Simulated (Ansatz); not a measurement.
```xyz
8

O     0.6996   -0.4129    0.1476
C     0.3828   -0.2508    1.4508
Si   -0.1925    0.2213   -1.0971
H     1.1008   -0.6475    2.1547
H    -0.6559   -0.0948    1.7246
H    -0.0617    1.7005   -1.1308
H    -1.6256   -0.1337   -0.9173
H     0.3527   -0.3820   -2.3325
```

The product side of a reaction path; geometry: PBE0-D4/def2-TZVP.

All numbers below come from UKS PBE0-D4/def2-TZVPP (Ansatz).

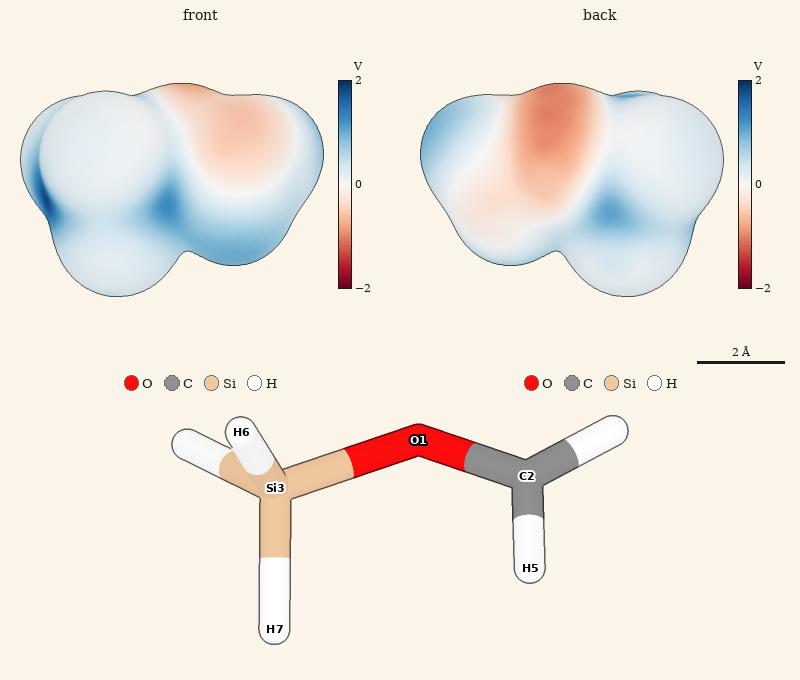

CH$_{5}$OSi (doublet). The molecular electrostatic potential painted on the density surface at 0.002 e/bohr³, seen from the front and from behind; red is negative and blue positive. The bare structure is drawn below in the same view.

Q: Which sites attract a positive test charge, and which a negative one?

A: A positive charge is drawn to the negative regions and a negative charge to the positive ones. The most negative region (about −1.0 V, or −23 kcal/mol for a unit charge) lies over O1, the most positive (about +1.6 V, or +37 kcal/mol for a unit charge) over Si3.
